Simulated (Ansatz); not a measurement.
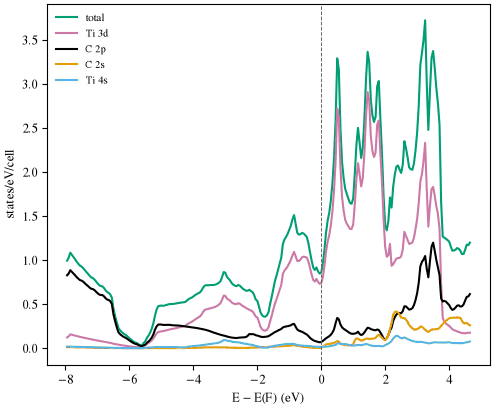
*Total and projected density of states of TiC2 in space group P6/mmm (No. 191; Ti on 1a, C on 2d), PBE in the plane-wave PAW code Ansatz*

**Question.** Which orbitals carry the states next to the Fermi level?

**Answer.** Within 0.5 eV of the Fermi level: Ti 3d 83 %, C 2p 10 %. Projections are on Löwdin-orthogonalised atomic valence shells; empty p or d shells of many metals are not among them.

**Question.** Where is the tallest occupied peak in this window, and what makes it?

**Answer.** Near -0.9 eV, about 1.5 states/eV per cell; the largest projected share is Ti 3d.

The start of the workflow was typed in or built on a structure type; neither database checked (COD, Materials Project) lists it. Its standing as an ambient phase is unchecked. Symmetry was held in the PBE relaxation; its stability against distortions is not shown here. No spin polarisation was allowed. The volume moved by 22 % from the start of the relaxation. Its formation energy is positive at this level, so the cell may be metastable or incomplete.

Potentials: the earlier of the program's two PAW sets.
